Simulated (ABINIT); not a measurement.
# AlN (P6_3mc): G0W0 in ABINIT against the bands in the screening

Wanted: the cheapest bands in the screening that holds the gap of AlN (P6_3mc).

Calculated with ABINIT 10.8.3; PBE and many-body steps on it, plane waves.

The database entry behind the starting cell differs from later determinations by our own check (inner coordinate u about 0.002 short), so it need not match the best structure at ambient conditions.

## 1. Starting point

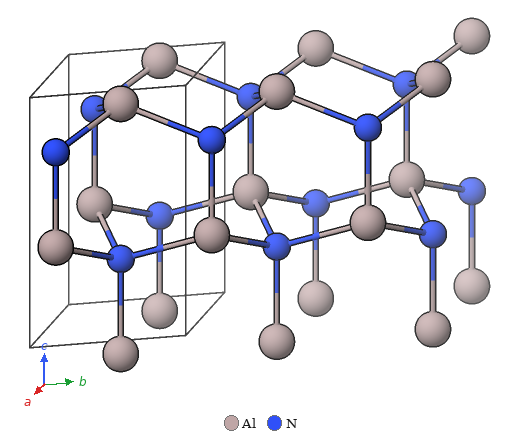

Start, viewed slightly off an axis; aluminium light grey, nitrogen blue. 2×3×1 cells are drawn. Some periodic images of atoms are drawn too.

As a file:

```cif
data_structure
_symmetry_space_group_name_H-M 'P 1'
_symmetry_Int_Tables_number 1
_cell_length_a 3.1130
_cell_length_b 3.1130
_cell_length_c 4.9810
_cell_angle_alpha 90.000
_cell_angle_beta 90.000
_cell_angle_gamma 120.000
_cell_volume 41.80
loop_
_atom_site_label
_atom_site_type_symbol
_atom_site_fract_x
_atom_site_fract_y
_atom_site_fract_z
_atom_site_occupancy
Al1 Al 0.33333 0.66667 0.00000 1
Al2 Al 0.66667 0.33333 0.50000 1
N3 N 0.33333 0.66667 0.38000 1
N4 N 0.66667 0.33333 0.88000 1
```

The cell and positions come from the Crystallography Open Database and are kept as given unless a step says otherwise.

## 2. Screening, 6×6×4 mesh, 16 bands, screening to 163.3 eV

This step: ABINIT 10.8.3; RPA screening on PBE, plane waves, norm-conserving pseudopotentials.

The RPA dielectric matrix is built and inverted for each q.

Contents of run.abi:

```
acell 3*1.0 Angstrom
rprim 
  3.113000000011 -0.000000000003 0.000000000000
  -1.556500000003 2.695937081992 0.000000000000
  0.000000000000 0.000000000000 4.981000000000
ntypat 2
znucl 13 7
natom 4
typat 1 1 2 2
xred 
  0.333333333333 0.666666666667 0.000000000000
  0.666666666667 0.333333333333 0.500000000000
  0.333333333333 0.666666666667 0.380000000000
  0.666666666667 0.333333333333 0.880000000000
pp_dirpath "pseudos"
pseudos "Al.upf, N.upf"
ecut 36
ngkpt 6 6 4
nshiftk 1
shiftk 0 0 0
kptopt 1
chksymbreak 0
istwfk *1
occopt 1
irdwfk 1
optdriver 3
nband 16
ecuteps 6
inclvkb 2
awtr 1
symchi 1
indata_prefix "in"
outdata_prefix "out"
tmpdata_prefix "tmp"
```

Command:

```bash
$ OMP_NUM_THREADS=1 mpirun -n 4 abinit run.abi > log
```

The program printed:

```text
.Version 10.8.3 of ABINIT. v10.8.2 released Aug 2026.

 Symmetries : space group P6_3 m c (#186); Bravais hP (primitive hexag.)
[... echo of the input left out ...]
== DATASET  1 ==================================================================
-   mpi_nproc: 4, omp_nthreads: 1 (-1 if OMP is not activated)

--- !DatasetInfo
iteration_state: {dtset: 1, }
dimensions: {natom: 4, nkpt: 21, mband: 16, nsppol: 1, nspinor: 1, nspden: 1, mpw: 2934, }
cutoff_energies: {ecut:  36.0, pawecutdg:  -1.0, }
electrons: {nelect:   1.60000000E+01, charge:   0.00000000E+00, occopt:   1.00000000E+00, tsmear:   1.00000000E-02, }

 SCREENING: Calculation of the susceptibility and dielectric matrices

 Based on a program developped by R.W. Godby, V. Olevano, G. Onida, and L. Reining.
 Incorporated in ABINIT by V. Olevano, G.-M. Rignanese, and M. Torrent.
.Using double precision arithmetic ; gwpc =  8

[... cell and pseudopotentials left out ...]
--------------------------------------------------------------------------------

 ==== K-mesh for the wavefunctions ====
 Number of points in the irreducible wedge :    21
[... list of points left out ...]
 Together with 12 symmetry operations and time-reversal symmetry
 yields   144 points in the full Brillouin Zone.

 ==== Q-mesh for the screening function ====
 Number of points in the irreducible wedge :    21
[... list of points left out ...]
 Together with 12 symmetry operations and time-reversal symmetry
 yields   144 points in the full Brillouin Zone.

 setmesh: FFT mesh size selected  =    20x   20x   36
          total number of points  =        14400

 vcoul_init : cutoff-mode = AUXILIARY_FUNCTION
 q-points for optical limit:   1
     1)      0.000010    0.000020    0.000030

- screening: taking advantage of time-reversal symmetry
- Maximum band index for partially occupied states nbvw = 8
- Remaining bands to be divided among processors   nbcw = 8
- Number of bands treated by each node ~2

 Number of electrons calculated from density =   16.0000; Expected =   16.0000
 average of density, n =  0.056718
 r_s =    1.6146
 omega_plasma =   22.9728 [eV]

 calculating chi0 at frequencies [eV] :
  1    0.000000E+00    0.000000E+00
  2    0.000000E+00    2.297283E+01

--------------------------------------------------------------------------------
  q-point number  1        q = ( 0.000000, 0.000000, 0.000000) [r.l.u.]
--------------------------------------------------------------------------------
[... chi0 elements left out ...]
 For q-point:  0.000010 0.000020 0.000030
  dielectric constant =   4.1164
  dielectric constant without local fields =   4.4254

  Average fulfillment of the sum rule on Im[epsilon] for q-point    1 :     20.48  [%]
[... wings left out ...]
  q-point number  2        q = ( 0.166667, 0.000000, 0.000000) [r.l.u.]
--------------------------------------------------------------------------------
[... chi0 elements left out ...]
  Average fulfillment of the sum rule on Im[epsilon] for q-point    2 :     49.33  [%]

 [... 19 further q-points ...]
```

It took 14 s on 4 MPI ranks of Intel Xeon Platinum 8375C at 2.90GHz (Ice Lake), shared host; peak memory 0.58 GiB.

Numbers from this step:

| Quantity | Value |
| --- | --- |
| ε∞ with local fields, on this mesh, along the program's q direction | 4.116 |
| the same without local fields | 4.425 |
| plasma frequency | 22.97 eV |
| plane waves in the screening matrix | 197 |

Local fields lower ε∞ by 7 %.

## 3. 16 bands

This step: G0W0 on PBE, plane waves, norm-conserving pseudopotentials.

Changes to run.abi since step 2:

```diff
@@ -25,8 +25,15 @@
 irdwfk 1
-optdriver 3
-nband 16
+optdriver 4
+nband 75
+gwcalctyp 0
+ecutsigx 36
+symsigma 1
+nkptgw 1
+kptgw 
+  0.0000000000 0.0000000000 0.0000000000
+bdgw 
+  6 10
 ecuteps 6
-inclvkb 2
-awtr 1
-symchi 1
+irdscr 1
+ppmodel 1
 indata_prefix "in"
```

The program printed:

```text
.Version 10.8.3 of ABINIT. v10.8.2 released Aug 2026.

 Symmetries : space group P6_3 m c (#186); Bravais hP (primitive hexag.)
[... echo of the input left out ...]
== DATASET  1 ==================================================================
-   mpi_nproc: 4, omp_nthreads: 1 (-1 if OMP is not activated)

--- !DatasetInfo
iteration_state: {dtset: 1, }
dimensions: {natom: 4, nkpt: 21, mband: 75, nsppol: 1, nspinor: 1, nspden: 1, mpw: 2934, }
cutoff_energies: {ecut:  36.0, pawecutdg:  -1.0, }
electrons: {nelect:   1.60000000E+01, charge:   0.00000000E+00, occopt:   1.00000000E+00, tsmear:   1.00000000E-02, }

 SIGMA: Calculation of the GW corrections

 Based on a program developped by R.W. Godby, V. Olevano, G. Onida, and L. Reining.
 Incorporated in ABINIT by V. Olevano, G.-M. Rignanese, and M. Torrent.
.Using double precision arithmetic ; gwpc =  8

[... cell and pseudopotentials left out ...]
--------------------------------------------------------------------------------

 ==== K-mesh for the wavefunctions ====
 Number of points in the irreducible wedge :    21
[... list of points left out ...]
 Together with 12 symmetry operations and time-reversal symmetry
 yields   144 points in the full Brillouin Zone.

 ==== Q-mesh for screening function ====
 Number of points in the irreducible wedge :    21
[... list of points left out ...]
 Together with 12 symmetry operations and time-reversal symmetry
 yields   144 points in the full Brillouin Zone.

 vcoul_init : cutoff-mode = AUXILIARY_FUNCTION
 q-points for optical limit:   1
     1)      0.000010    0.000020    0.000030
 setmesh: FFT mesh size selected  =    27x   27x   54
          total number of points  =        39366

 Number of electrons calculated from density =   16.0000; Expected =   16.0000
 average of density, n =  0.056718
 r_s =    1.6146
 omega_plasma =   22.9728 [eV]

 === KS Band Gaps ===
  >>>> For spin  1
   Minimum direct gap =   4.2205 [eV], located at k-point      :   0.0000  0.0000  0.0000
   Fundamental gap    =   4.2205 [eV], Top of valence bands at :   0.0000  0.0000  0.0000
                                       Bottom of conduction at :   0.0000  0.0000  0.0000
 SIGMA fundamental parameters:
 PLASMON POLE MODEL  1
 number of plane-waves for SigmaX                 2863
 number of plane-waves for SigmaC and W            197
 number of plane-waves for wavefunctions          2863
 number of bands                                    75
 number of independent spin polarizations            1
 number of spinorial components                      1
 number of k-points in IBZ                          21
 number of q-points in IBZ                          21
 number of symmetry operations                      12
 number of k-points in BZ                          144
 number of q-points in BZ                          144
 number of frequencies for dSigma/dE                 9
 frequency step for dSigma/dE [eV]                0.25
 number of omega for Sigma on real axis              0
 max omega for Sigma on real axis  [eV]           0.00
 zcut for avoiding poles [eV]                     0.10

 EPSILON^-1 parameters (SCR file):
 dimension of the eps^-1 matrix on file            197
 dimension of the eps^-1 matrix used               197
 number of plane-waves for wavefunctions          2863
 number of bands                                    16
 number of q-points in IBZ                          21
 number of frequencies                               2
 number of real frequencies                          1
 number of imag frequencies                          1

 matrix elements of self-energy operator (all in [eV])

 Perturbative Calculation

--- !SelfEnergy_ee
iteration_state: {dtset: 1, }
kpoint     : [   0.000,    0.000,    0.000, ]
spin       : 1
KS_gap     :    4.220
QP_gap     :    5.810
Delta_QP_KS:    1.589
data: !SigmaeeData |
     Band     E0 <VxcDFT>   SigX SigC(E0)      Z dSigC/dE  Sig(E)    E-E0       E
        6   5.135 -16.968 -20.992   3.552   0.783  -0.277 -17.337  -0.370   4.765
        7   5.135 -16.968 -20.992   3.552   0.783  -0.277 -17.337  -0.370   4.765
        8   5.314 -17.078 -21.024   3.504   0.784  -0.276 -17.424  -0.346   4.968
        9   9.535 -12.527  -8.048  -2.961   0.819  -0.221 -11.284   1.243  10.778
       10  11.990 -10.836  -5.799  -3.381   0.830  -0.204  -9.461   1.375  13.365

== END DATASET(S) ==============================================================
================================================================================

 -outvars: echo values of variables after computation  --------
           etotal      0.0000000000E+00
            nband          75
             nkpt          21
          spgroup         186
 [... the other variables as echoed above ...]

 Calculation completed.
```

The job ended after 9.3 s (4 MPI ranks; peak memory 0.93 GiB; 36 s of CPU time).

Numbers from this step:

```
G0W0 gap on the points computed              : 5.810 eV
starting gap on the mesh                     : 4.220 eV
k of the valence top                         : 0, 0, 0
k of the conduction bottom                   : 0, 0, 0
Z at the valence top                         : 0.784
Z at the conduction bottom                   : 0.819
least direct G0W0 gap on the computed points : 5.810 eV
```

## 4. Screening, 6×6×4 mesh, 23 bands, screening to 163.3 eV

This step: RPA screening on PBE, plane waves, norm-conserving pseudopotentials.

Changes to run.abi since step 3:

```diff
@@ -25,15 +25,8 @@
 irdwfk 1
-optdriver 4
-nband 75
-gwcalctyp 0
-ecutsigx 36
-symsigma 1
-nkptgw 1
-kptgw 
-  0.0000000000 0.0000000000 0.0000000000
-bdgw 
-  6 10
+optdriver 3
+nband 23
 ecuteps 6
-irdscr 1
-ppmodel 1
+inclvkb 2
+awtr 1
+symchi 1
 indata_prefix "in"
```

The program printed:

```text
.Version 10.8.3 of ABINIT. v10.8.2 released Aug 2026.

 Symmetries : space group P6_3 m c (#186); Bravais hP (primitive hexag.)
[... echo of the input left out ...]
== DATASET  1 ==================================================================
-   mpi_nproc: 4, omp_nthreads: 1 (-1 if OMP is not activated)

--- !DatasetInfo
iteration_state: {dtset: 1, }
dimensions: {natom: 4, nkpt: 21, mband: 23, nsppol: 1, nspinor: 1, nspden: 1, mpw: 2934, }
cutoff_energies: {ecut:  36.0, pawecutdg:  -1.0, }
electrons: {nelect:   1.60000000E+01, charge:   0.00000000E+00, occopt:   1.00000000E+00, tsmear:   1.00000000E-02, }

 SCREENING: Calculation of the susceptibility and dielectric matrices

 Based on a program developped by R.W. Godby, V. Olevano, G. Onida, and L. Reining.
 Incorporated in ABINIT by V. Olevano, G.-M. Rignanese, and M. Torrent.
.Using double precision arithmetic ; gwpc =  8

[... cell and pseudopotentials left out ...]
--------------------------------------------------------------------------------

 ==== K-mesh for the wavefunctions ====
 Number of points in the irreducible wedge :    21
[... list of points left out ...]
 Together with 12 symmetry operations and time-reversal symmetry
 yields   144 points in the full Brillouin Zone.

 ==== Q-mesh for the screening function ====
 Number of points in the irreducible wedge :    21
[... list of points left out ...]
 Together with 12 symmetry operations and time-reversal symmetry
 yields   144 points in the full Brillouin Zone.

 setmesh: FFT mesh size selected  =    20x   20x   36
          total number of points  =        14400

 vcoul_init : cutoff-mode = AUXILIARY_FUNCTION
 q-points for optical limit:   1
     1)      0.000010    0.000020    0.000030

- screening: taking advantage of time-reversal symmetry
- Maximum band index for partially occupied states nbvw = 8
- Remaining bands to be divided among processors   nbcw = 15
- Number of bands treated by each node ~3

 Number of electrons calculated from density =   16.0000; Expected =   16.0000
 average of density, n =  0.056718
 r_s =    1.6146
 omega_plasma =   22.9728 [eV]

 calculating chi0 at frequencies [eV] :
  1    0.000000E+00    0.000000E+00
  2    0.000000E+00    2.297283E+01

--------------------------------------------------------------------------------
  q-point number  1        q = ( 0.000000, 0.000000, 0.000000) [r.l.u.]
--------------------------------------------------------------------------------
[... chi0 elements left out ...]
 For q-point:  0.000010 0.000020 0.000030
  dielectric constant =   4.1958
  dielectric constant without local fields =   4.5675

  Average fulfillment of the sum rule on Im[epsilon] for q-point    1 :     32.85  [%]
[... wings left out ...]
  q-point number  2        q = ( 0.166667, 0.000000, 0.000000) [r.l.u.]
--------------------------------------------------------------------------------
[... chi0 elements left out ...]
  Average fulfillment of the sum rule on Im[epsilon] for q-point    2 :     59.67  [%]

 [... 19 further q-points ...]
```

Wall time 20 s (4 MPI ranks); peak memory 0.62 GiB.

Numbers from this step:

* ε∞ with local fields, on this mesh, along the program's q direction: 4.196
* the same without local fields: 4.567
* plasma frequency: 22.97 eV
* plane waves in the screening matrix: 197

## 5. 23 bands

The self-energy is evaluated for the states that the input lists, and the levels follow from it, in one-shot runs by the linearised quasiparticle equation.

This step: G0W0 on PBE, plane waves, norm-conserving pseudopotentials.

Changes to run.abi since step 4:

```diff
@@ -25,8 +25,15 @@
 irdwfk 1
-optdriver 3
-nband 23
+optdriver 4
+nband 75
+gwcalctyp 0
+ecutsigx 36
+symsigma 1
+nkptgw 1
+kptgw 
+  0.0000000000 0.0000000000 0.0000000000
+bdgw 
+  6 10
 ecuteps 6
-inclvkb 2
-awtr 1
-symchi 1
+irdscr 1
+ppmodel 1
 indata_prefix "in"
```

The program printed:

```text
.Version 10.8.3 of ABINIT. v10.8.2 released Aug 2026.

 Symmetries : space group P6_3 m c (#186); Bravais hP (primitive hexag.)
[... echo of the input left out ...]
== DATASET  1 ==================================================================
-   mpi_nproc: 4, omp_nthreads: 1 (-1 if OMP is not activated)

--- !DatasetInfo
iteration_state: {dtset: 1, }
dimensions: {natom: 4, nkpt: 21, mband: 75, nsppol: 1, nspinor: 1, nspden: 1, mpw: 2934, }
cutoff_energies: {ecut:  36.0, pawecutdg:  -1.0, }
electrons: {nelect:   1.60000000E+01, charge:   0.00000000E+00, occopt:   1.00000000E+00, tsmear:   1.00000000E-02, }

 SIGMA: Calculation of the GW corrections

 Based on a program developped by R.W. Godby, V. Olevano, G. Onida, and L. Reining.
 Incorporated in ABINIT by V. Olevano, G.-M. Rignanese, and M. Torrent.
.Using double precision arithmetic ; gwpc =  8

[... cell and pseudopotentials left out ...]
--------------------------------------------------------------------------------

 ==== K-mesh for the wavefunctions ====
 Number of points in the irreducible wedge :    21
[... list of points left out ...]
 Together with 12 symmetry operations and time-reversal symmetry
 yields   144 points in the full Brillouin Zone.

 ==== Q-mesh for screening function ====
 Number of points in the irreducible wedge :    21
[... list of points left out ...]
 Together with 12 symmetry operations and time-reversal symmetry
 yields   144 points in the full Brillouin Zone.

 vcoul_init : cutoff-mode = AUXILIARY_FUNCTION
 q-points for optical limit:   1
     1)      0.000010    0.000020    0.000030
 setmesh: FFT mesh size selected  =    27x   27x   54
          total number of points  =        39366

 Number of electrons calculated from density =   16.0000; Expected =   16.0000
[...]
number of q-points in IBZ                          21
 number of symmetry operations                      12
 number of k-points in BZ                          144
 number of q-points in BZ                          144
 number of frequencies for dSigma/dE                 9
 frequency step for dSigma/dE [eV]                0.25
 number of omega for Sigma on real axis              0
 max omega for Sigma on real axis  [eV]           0.00
 zcut for avoiding poles [eV]                     0.10

 EPSILON^-1 parameters (SCR file):
 dimension of the eps^-1 matrix on file            197
 dimension of the eps^-1 matrix used               197
 number of plane-waves for wavefunctions          2863
 number of bands                                    23
 number of q-points in IBZ                          21
 number of frequencies                               2
 number of real frequencies                          1
 number of imag frequencies                          1

 matrix elements of self-energy operator (all in [eV])

 Perturbative Calculation

--- !SelfEnergy_ee
iteration_state: {dtset: 1, }
kpoint     : [   0.000,    0.000,    0.000, ]
spin       : 1
KS_gap     :    4.220
QP_gap     :    5.607
Delta_QP_KS:    1.386
data: !SigmaeeData |
     Band     E0 <VxcDFT>   SigX SigC(E0)      Z dSigC/dE  Sig(E)    E-E0       E
        6   5.135 -16.968 -20.992   3.528   0.787  -0.270 -17.359  -0.391   4.744
        7   5.135 -16.968 -20.992   3.528   0.787  -0.270 -17.359  -0.391   4.744
        8   5.314 -17.078 -21.024   3.489   0.788  -0.270 -17.438  -0.360   4.955
        9   9.535 -12.527  -8.048  -3.226   0.819  -0.221 -11.501   1.026  10.561
       10  11.990 -10.836  -5.799  -3.698   0.829  -0.206  -9.726   1.110  13.100

== END DATASET(S) ==============================================================
================================================================================

 -outvars: echo values of variables after computation  --------
           etotal      0.0000000000E+00
            nband          75
             nkpt          21
          spgroup         186
 [... the other variables as echoed above ...]

 Calculation completed.
```

Run time: 8.5 s. Hardware: 4 MPI ranks; peak memory 0.8 GiB; 33 s of CPU time.

This step gave:

```yaml
g0w0_gap_on_the_points_computed: 5.606 eV
starting_gap_on_the_mesh: 4.220 eV
k_of_the_valence_top: 0, 0, 0
k_of_the_conduction_bottom: 0, 0, 0
z_at_the_valence_top: 0.788
z_at_the_conduction_bottom: 0.819
least_direct_g0w0_gap_on_the_computed_points: 5.606 eV
```

The gap on the mesh goes from 4.22 eV to 5.61 eV, a correction of +1.39 eV.

(Continued in part 2 of 2.)

[Paths, hosts, dates, memory and timing lines, banners, echoed tables and standing remarks are left out of the program output.]

[Logs are printed without paths, hosts, clocks, repeated set-up lines and the standing remarks that a program may print on its own settings, such as how far it seeks lower states.]

[Runs of the session that timed out or met a known fault of the program may be left out.]

[Hosts, paths, dates, database ids (printed as entryN), source tags and the programs' standing remarks are cut or masked in the printed files.]

[G0W0 gaps are taken among the corrected bands and points alone; a level outside them can change the order at an edge.]

[Where Ansatz stands beside ABINIT at settings called matched, ABINIT's density can come from a denser mesh and the files from another edition; pairs whose starting gaps differed by over 0.03 eV were left out, so agreement reads better than it is.]
